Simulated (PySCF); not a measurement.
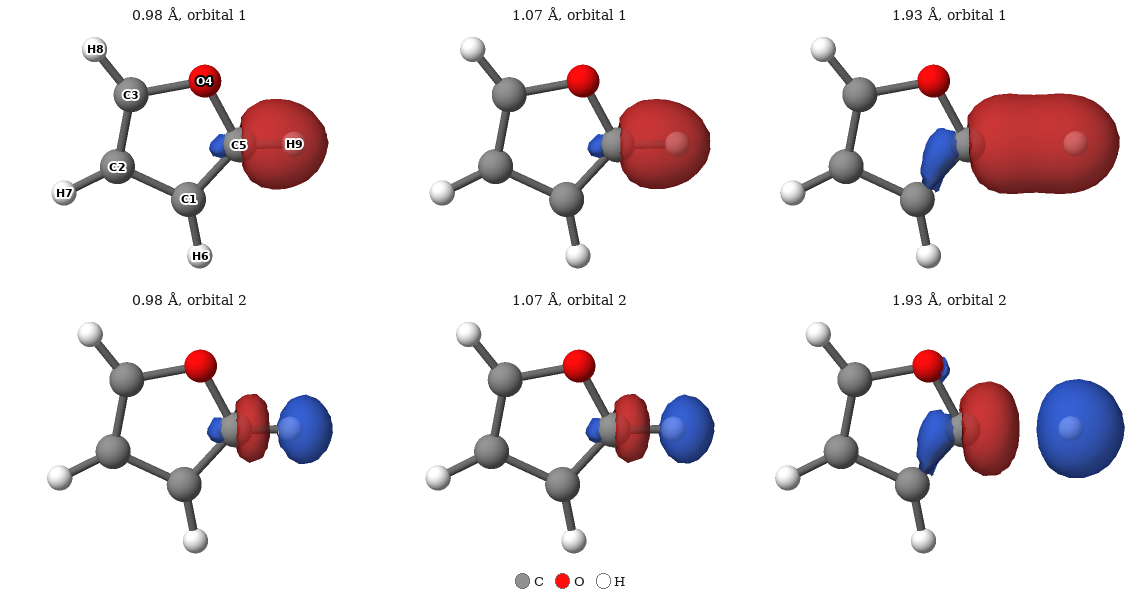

Figure. C4H4O, SMILES `c1ccoc1`. Rigid stretch of the C5–H9 bond. The two CASSCF(2,2) natural orbitals nearest half filling (orbital 1 the more occupied).

Level of theory: def2-SVP basis (PySCF), at a geometry from GFN2-xTB. No frequency check shows the geometry to be a minimum.

**How do the occupations change along the stretch?**

0.98 Å: 1.99 and 0.01; 1.07 Å: 1.98 and 0.02; 1.93 Å: 1.82 and 0.18. At the longest distance computed (3.00 Å) they are 1.27 and 0.73, and the effective number of unpaired electrons is 1.7.

UHF's ⟨S²⟩ passes 1 along the scan (up to 1.34), so it also polarises electrons outside the stretched bond; its energy lowering isn't due to that bond alone.

UHF already breaks spin symmetry near equilibrium here (⟨S²⟩ = 0.04 at 1.07 Å), for reasons apart from this bond.

**How much energy does the stretch cost?**

By CASSCF, 4.9 eV from the lowest point of the scan (1.07 Å) to 3.00 Å; RHF gives 8.3 eV from its own lowest point. The fragments aren't relaxed and dynamic correlation is missing, so this isn't a bond dissociation energy.
